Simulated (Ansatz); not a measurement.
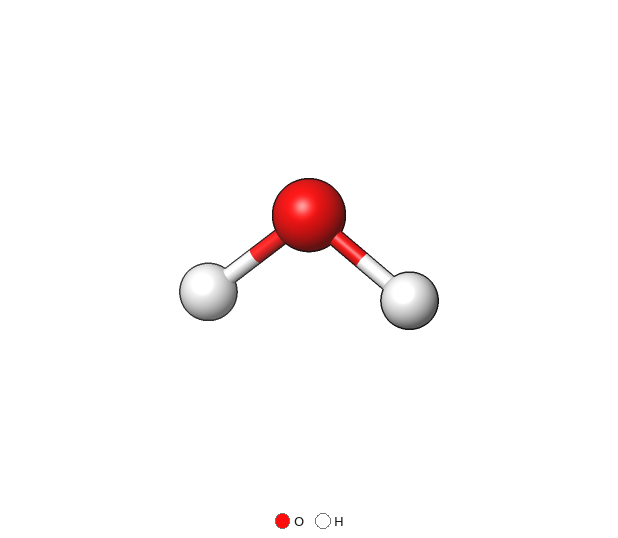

A ball-and-stick model of a molecule.

Computed geometry: PBE0-D4/def2-TZVP optimisation.

What does the picture show?

It has 3 atoms: 2 hydrogen and 1 oxygen (H₂O). This geometry has C2v symmetry. Coordination: 1 O bent.

The parts below concern this one geometry. Atoms keep their numbers from picture to picture.

### Vibrations

Harmonic vibrations computed with RKS PBE0-D4/def2-TZVP (Ansatz 0.2.0) at a stationary point of the same level.

List the wavenumbers.

Answer. 3 modes: 1623, 3852, 3959 cm⁻¹.

### Electronic properties

Properties computed with RKS PBE0-D4/def2-TZVPP (Ansatz 0.2.0).

What is the LUMO energy (Kohn–Sham orbital)?

Answer. 0.85 eV.

Estimate the HOMO energy (Kohn–Sham orbital).

Answer. −8.90 eV.

### Charges

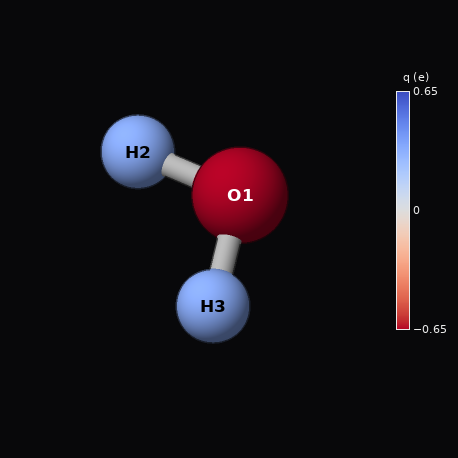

Atoms are coloured by their Mulliken charges. Properties computed with RKS PBE0-D4/def2-TZVP (Ansatz 0.2.0).

Give the Mulliken charges atom by atom.

```
atom  value (e)
  O1      −0.65
  H2       0.32
  H3       0.32
```

Mulliken values depend strongly on the basis set and can even reverse the polarity of a bond.
